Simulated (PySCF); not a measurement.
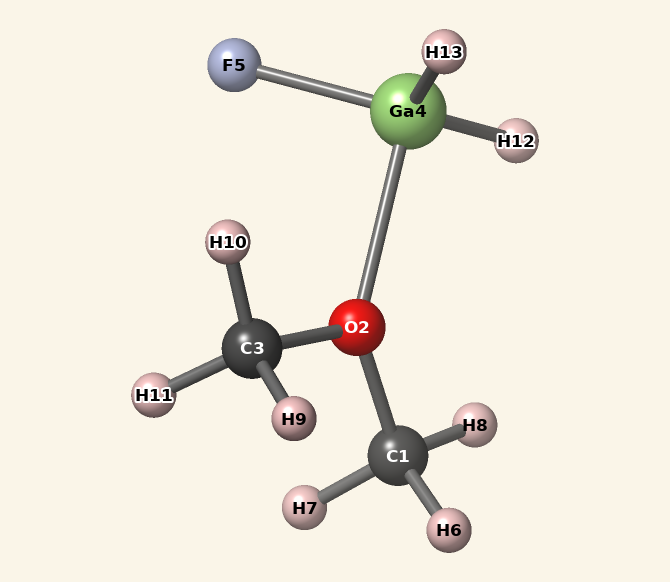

The computed structure is the end point of a GFN2-xTB optimisation. No frequency run is at hand to confirm it as a minimum. Level of theory: B3LYP/pcJ-1 (pcSseg-1 on Ga) indirect spin-spin coupling, non-relativistic, gas phase (PySCF 2.14.0). Isotopes: 13C, 19F, 1H, 17O.

Give the spin–spin coupling constants of these pairs, with the number of bonds between them: O2/F5, F5/H12, F5/H13, C1/F5, C3/F5.

```csv
pair,bonds apart,J (Hz)
"O2, F5",2,−4.7
"F5, H12",2,41.9
"F5, H13",2,56.1
"C1, F5",3,−0.7
"C3, F5",3,0.5
```

Density functionals are unreliable for couplings to fluorine, so those rows may be far off.

The geometry is semi-empirical. Around Ga such bond lengths and angles can be off by a tenth of an ångström or more and by several degrees, and values that hang on the shape move with them.
